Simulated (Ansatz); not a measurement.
# CH₅BO₂S₂: small, medium and large basis sets

How large a basis does CH₅BO₂S₂ need? Two functionals are run in growing sets.

Computed with Ansatz 0.2.0, Gaussian basis. Level: one geometry, several basis sets.

Plan: PBE0-D4/def2-SVP; ωB97M-V/def2-SVP; PBE0-D4/def2-QZVPP; ωB97M-V/def2-QZVPP; the functionals' def2-TZVPP values are taken from earlier runs.

### Step 1. The geometry

An earlier PBE0-D4 in a triple-zeta def2 set relaxation fixed the geometry.

11 atoms, charge 0, spin multiplicity 1.

Atoms are counted from 1 here; the program's logs count them from 0.

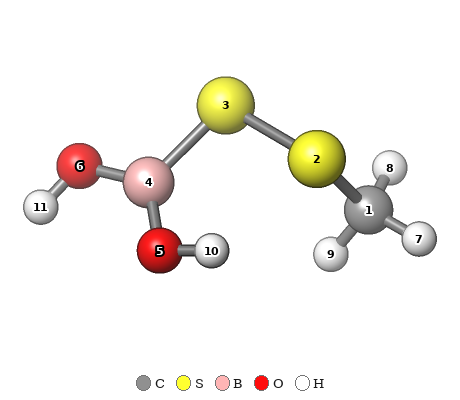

The structure; carbon grey, sulfur yellow, boron pink, oxygen red, hydrogen white; atoms are numbered from 1 in the order of the file.

As a file:

```xyz
11
CH5BO2S2
C     0.2194   -1.0661    1.8351
S     1.4876   -0.4987    0.6857
S     0.6588   -0.9526   -1.1360
B    -0.2240    0.6276   -1.5057
O    -0.1620    1.7029   -0.6878
O    -0.9374    0.6386   -2.6586
H     0.6097   -0.8740    2.8372
H     0.0477   -2.1347    1.7137
H    -0.7104   -0.5156    1.6949
H     0.4296    1.5253    0.0613
H    -1.3535    1.4904   -2.8193
```

### Step 2. PBE0-D4 in def2-SVP

Contents of in.yaml:

```yaml
crystal:
  periodic: [false, false, false]
  atoms:
    - {symbol: C, position_ang: [0.219358, -1.066066, 1.835112]}
    - {symbol: S, position_ang: [1.487568, -0.498729, 0.685707]}
    - {symbol: S, position_ang: [0.658822, -0.952563, -1.136027]}
    - {symbol: B, position_ang: [-0.223988, 0.627574, -1.505742]}
    - {symbol: O, position_ang: [-0.162032, 1.702892, -0.687799]}
    - {symbol: O, position_ang: [-0.937382, 0.638567, -2.658575]}
    - {symbol: H, position_ang: [0.609669, -0.873985, 2.837204]}
    - {symbol: H, position_ang: [0.047695, -2.134665, 1.713683]}
    - {symbol: H, position_ang: [-0.710352, -0.515625, 1.694945]}
    - {symbol: H, position_ang: [0.429586, 1.525284, 0.061290]}
    - {symbol: H, position_ang: [-1.353546, 1.490415, -2.819298]}
basis:
  gaussian: {orbitals: def2-SVP}
hamiltonian: {xc: pbe0, dispersion: d4}
output: {orbitals: {seedname: orbitals}}
```

Command:

```
ansatz run in.yaml --threads 4 --pin off --events-out ev --progress --plain --max-ram 10444MiB
```

Output:

```text
Functional definition: PBE0
  name "PBE0"
  cite "Adamo & Barone, J. Chem. Phys. 110, 6158 (1999) doi:10.1063/1.478522"
  cite "Perdew, Burke & Ernzerhof, Phys. Rev. Lett. 77, 3865 (1996) doi:10.1103/PhysRevLett.77.3865"
  parent pbe
  parameter a = 0.25
  parameter kappa = 0.804
  parameter beta = 0.06672455060314922
  exchange = (1 - a)*pbe_x(kappa = kappa, mu = beta*pi^2/3) + a*exact_x
  correlation = pbe_c(beta = beta)
1122 factors; integrals over basis functions are off by at most 1.4e-3 eV
mean field evaluation 1: about -27529.7040 eV, gradient 6.6e1 eV
mean field evaluation 2: about -27522.2451 eV, gradient 9.1e1 eV
mean field evaluation 4: about -27537.9966 eV, gradient 2.7e0 eV
mean field evaluation 8: about -27538.2468 eV, gradient 2.8e-1 eV
mean field evaluation 16: about -27538.2470 eV, gradient 1.4e-4 eV
mean field -27538.24700102 eV, -1012.0119111932 hartree, gradient 1.6e-5 eV, S^2 0.000000; 0 other end points of the search recorded, 0 dependent functions left out
reference -27538.24702669 eV, -1012.0119121366 hartree; 32, 32 occupied and 85, 85 virtual orbitals, 1122 factors
Total energy: -27538.49359683 eV, -1012.0209734220 hartree
```

Run time: 1.4 s. Hardware: 4 threads of Arm Neoverse V1, shared host.

### Step 3. ωB97M-V in def2-SVP

in.yaml, as its differences from that of step 2:

```diff
@@ -16,3 +16,3 @@
   gaussian: {orbitals: def2-SVP}
-hamiltonian: {xc: pbe0, dispersion: d4}
+hamiltonian: {xc: {name: wB97M-V}}
 output: {orbitals: {seedname: orbitals}}
```

Same command.

Output, shortened:

```text
Functional definition: wB97M-V
  name "wB97M-V"
  cite "Mardirossian & Head-Gordon, J. Chem. Phys. 144, 214110 (2016) doi:10.1063/1.4952647"
  cite "Becke, J. Chem. Phys. 107, 8554 (1997) doi:10.1063/1.475007"
  cite "Vydrov & Van Voorhis, J. Chem. Phys. 133, 244103 (2010) doi:10.1063/1.3521275"
  # Of w^i u^j: cxij and so on, Table III.
[...]
  gx(w, u) = 1 - cx + cx01*u + cx10*w
  gss(w, u) = css00 + css04*u^4 + css10*w + css20*w^2 + css43*w^4*u^3
  gos(w, u) = cos00 + cos10*w + (cos20 + cos21*u)*w^2 + (cos60 + cos61*u)*w^6
[...]
      + integral(e_c_pw_mod_opposite_spin*gos(b97_w_opposite, b97_u_opposite)) + vv10(b, c)
1122 factors; integrals over basis functions are off by at most 1.4e-3 eV
322 factors; integrals over basis functions are off by at most 8.1e-6 eV
[...]
mean field -27549.07556238 eV, -1012.4098534835 hartree, gradient 4.4e-5 eV, S^2 0.000000; 0 other end points of the search recorded, 0 dependent functions left out
reference -27549.07560316 eV, -1012.4098549821 hartree; 32, 32 occupied and 85, 85 virtual orbitals, 1122 factors
Total energy: -27549.07560316 eV, -1012.4098549821 hartree
```

It took 6.5 s on 4 threads of Arm Neoverse V1, shared host.

### Step 4. PBE0-D4 in def2-QZVPP

in.yaml, as its differences from that of step 3:

```diff
@@ -15,4 +15,4 @@
 basis:
-  gaussian: {orbitals: def2-SVP}
-hamiltonian: {xc: {name: wB97M-V}}
+  gaussian: {orbitals: "def2-QZVPP.json"}
+hamiltonian: {xc: pbe0, dispersion: d4}
 output: {orbitals: {seedname: orbitals}}
```

Launched as before.

Output:

```text
Functional definition: PBE0
  name "PBE0"
  cite "Adamo & Barone, J. Chem. Phys. 110, 6158 (1999) doi:10.1063/1.478522"
  cite "Perdew, Burke & Ernzerhof, Phys. Rev. Lett. 77, 3865 (1996) doi:10.1103/PhysRevLett.77.3865"
  parent pbe
  parameter a = 0.25
  parameter kappa = 0.804
  parameter beta = 0.06672455060314922
  exchange = (1 - a)*pbe_x(kappa = kappa, mu = beta*pi^2/3) + a*exact_x
  correlation = pbe_c(beta = beta)
1790 factors; their error is unknown
mean field evaluation 1: about -27542.3707 eV, gradient 8.0e1 eV
mean field evaluation 2: about -27528.9978 eV, gradient 1.1e2 eV
mean field evaluation 4: about -27553.7201 eV, gradient 5.0e0 eV
mean field evaluation 8: about -27553.7695 eV, gradient 1.7e-1 eV
mean field evaluation 16: about -27553.7941 eV, gradient 1.2e-4 eV
mean field -27553.79408848 eV, -1012.5832561191 hartree, gradient 3.6e-5 eV, S^2 0.000000; 0 other end points of the search recorded, 0 dependent functions left out
reference -27553.79412670 eV, -1012.5832575237 hartree; 32, 32 occupied and 486, 486 virtual orbitals, 1790 factors
Total energy: -27554.04069684 eV, -1012.5923188091 hartree
```

It took 13 s on 4 threads of Arm Neoverse V1, shared host; peak memory 2.2 GiB.

### Step 5. ωB97M-V in def2-QZVPP

in.yaml, as its differences from that of step 4:

```diff
@@ -16,3 +16,3 @@
   gaussian: {orbitals: "def2-QZVPP.json"}
-hamiltonian: {xc: pbe0, dispersion: d4}
+hamiltonian: {xc: {name: wB97M-V}}
 output: {orbitals: {seedname: orbitals}}
```

The command is unchanged.

Output, shortened:

```text
Functional definition: wB97M-V
  name "wB97M-V"
  cite "Mardirossian & Head-Gordon, J. Chem. Phys. 144, 214110 (2016) doi:10.1063/1.4952647"
  cite "Becke, J. Chem. Phys. 107, 8554 (1997) doi:10.1063/1.475007"
  cite "Vydrov & Van Voorhis, J. Chem. Phys. 133, 244103 (2010) doi:10.1063/1.3521275"
  # Of w^i u^j: cxij and so on, Table III.
[...]
  gx(w, u) = 1 - cx + cx01*u + cx10*w
  gss(w, u) = css00 + css04*u^4 + css10*w + css20*w^2 + css43*w^4*u^3
  gos(w, u) = cos00 + cos10*w + (cos20 + cos21*u)*w^2 + (cos60 + cos61*u)*w^6
[...]
      + integral(e_c_pw_mod_opposite_spin*gos(b97_w_opposite, b97_u_opposite)) + vv10(b, c)
1734 factors; their error is unknown
407 factors; integrals over basis functions are off by at most 9.4e-6 eV
[...]
mean field -27564.69997644 eV, -1012.9840401093 hartree, gradient 7.6e-5 eV, S^2 0.000000; 0 other end points of the search recorded, 0 dependent functions left out
reference -27564.70003748 eV, -1012.9840423525 hartree; 32, 32 occupied and 486, 486 virtual orbitals, 1734 factors
Total energy: -27564.70003748 eV, -1012.9840423525 hartree
```

It took 27 s on 4 threads of Arm Neoverse V1, shared host; peak memory 2.6 GiB.

### Step 6. Functionals by basis

The def2-TZVPP values come from earlier runs at the same geometry.

```csv
functional,basis,functions,energy (eV),from the largest (eV),HOMO (eV),LUMO (eV)
PBE0-D4,def2-SVP,117,-27538.4936,15.547,-7.10,-0.48
PBE0-D4,def2-TZVPP,278,-27553.0486,0.992,-7.16,-0.72
PBE0-D4,def2-QZVPP,518,-27554.0407,0.000,-7.18,-0.82
ωB97M-V,def2-SVP,117,-27549.0756,15.624,-9.22,1.74
ωB97M-V,def2-TZVPP,278,-27563.7553,0.945,-9.31,1.34
ωB97M-V,def2-QZVPP,518,-27564.7000,0.000,-9.34,1.10
```

### Step 7. Outcome

| quantity | value |
| --- | --- |
| PBE0-D4: double and triple zeta above quadruple | 15.55, 0.99 eV |
| ωB97M-V: double and triple zeta above quadruple | 15.62, 0.94 eV |

In words: PBE0-D4 gains 14.56 eV from double to triple zeta, then 0.99 eV more. Total energies overstate the basis error of differences, where much of it tends to cancel. The LUMO of ωB97M-V is positive and keeps falling with the basis (1.74 to 1.10 eV): an unbound level that the basis holds in place.

For PBE0-D4 the largest set took about 9 times as long as the smallest (13 s against 1.4 s).
